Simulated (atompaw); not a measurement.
# In: the cost of one run

The numbers are computed with atompaw 4.2.0.5 (PBE, scalar-relativistic, spin-unpolarised reference atom).

### Step 1. The design

The settings as typed:

* element: indium (In, Z = 49)
* type: PAW
* frozen core: [Kr]
* valence charge: 13
* reference configuration: 4d10 5s2 5p1
* partial waves: 5s (bound): rc 2.40 bohr; 5s channel at 2.6 Ry: rc 2.40 bohr; 5p (bound): rc 2.40 bohr; 5p channel at 2.05 Ry: rc 2.40 bohr; 4d (bound): rc 1.25 bohr; 4d channel at -0.6 Ry: rc 1.25 bohr
* local potential: bessel scheme, radius 2.15 bohr
* core correction: smooth core density matched at 1.20 bohr
* augmentation charge: sinc compensation charge, radius 1.75 bohr; PAW radius 2.40 bohr; waves and projectors: custom rrkj vanderbiltortho

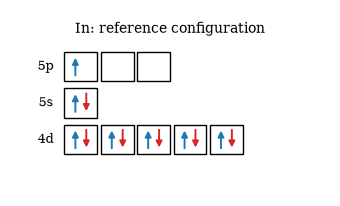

The outer shells as boxes. The arrows follow Hund's rule for the drawing; the calculation itself is spin-unpolarised.

An earlier all-electron run gives the scale for the radii.

All-electron outer shells of the reference configuration (PBE, scalar-relativistic, ld1.x):

| shell | level (eV) | outermost node (bohr) | outermost maximum (bohr) |
| --- | --- | --- | --- |
| 4s | -119.66 | 0.41 | 0.77 |
| 4p | -78.13 | 0.42 | 0.82 |
| 4d | -18.62 | 0.40 | 0.94 |
| 5s | -8.21 | 1.02 | 2.16 |
| 5p | -2.52 | 1.14 | 2.85 |

### Step 2. The generation run

Input file In.input:

```
In 49
GGA-PBE scalarrelativistic loggrid 1500 logderivrange -3 5 201
5 5 4 0 0 0
5 1 1
0 0 0
c
c
c
c
v
c
c
c
v
c
v
2
2.40 1.75 2.15 1.20
y
2.6
n
y
2.05
n
y
-0.6
n
custom rrkj vanderbiltortho sinc
bessel
2.40
2.40
2.40
2.40
1.25
1.25
PWSCFOUT
UPFDX 0.0125d0 UPFXMIN -7.d0 UPFZMESH 49.d0
END
```

Launch:

```sh
atompaw < In.input > In.log
```

**Question.** How long does this run take on 1 thread of AMD EPYC 9R14, shared host?

About 2.9 s.
